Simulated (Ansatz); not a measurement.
**Nb: pressure series**

The reference is Nb in the bcc (W type) structure (space group Im-3m, No. 229).

Space group Im-3m (No. 229); a = b = c = 3.3096 Å, α = β = γ = 90.00°

```
atom  site  symmetry       x       y       z
----  ----  --------  ------  ------  ------
Nb      2a      m-3m  0.0000  0.0000  0.0000
```
(The calculation used a cell of 1 atom; values per cell refer to that cell.)

Cell and atoms are relaxed at each pressure.

Levels (all Ansatz, an electronic-structure program, PAW, earlier PAW set): PBE (420 eV, no spin-orbit coupling); r2SCAN (500 eV, scalar-relativistic without spin-orbit coupling).

The base cell above is that of PBE; each level relaxes its own structures.

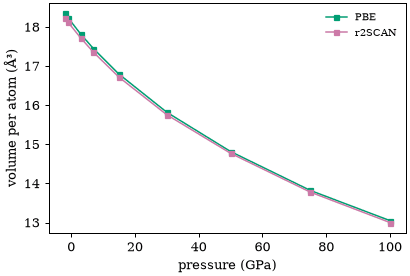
*Volume per atom under two levels*

How do the two levels compare along the series?

PBE lies above r2SCAN in every row, by 0.04 Å³ to 0.12 Å³. They put the cases in the same order.

Load acts through the strain it causes; cell and atoms are relaxed under it. Stability against distortions was not tested. No other phases were tried under pressure. All final runs are without spin polarisation.
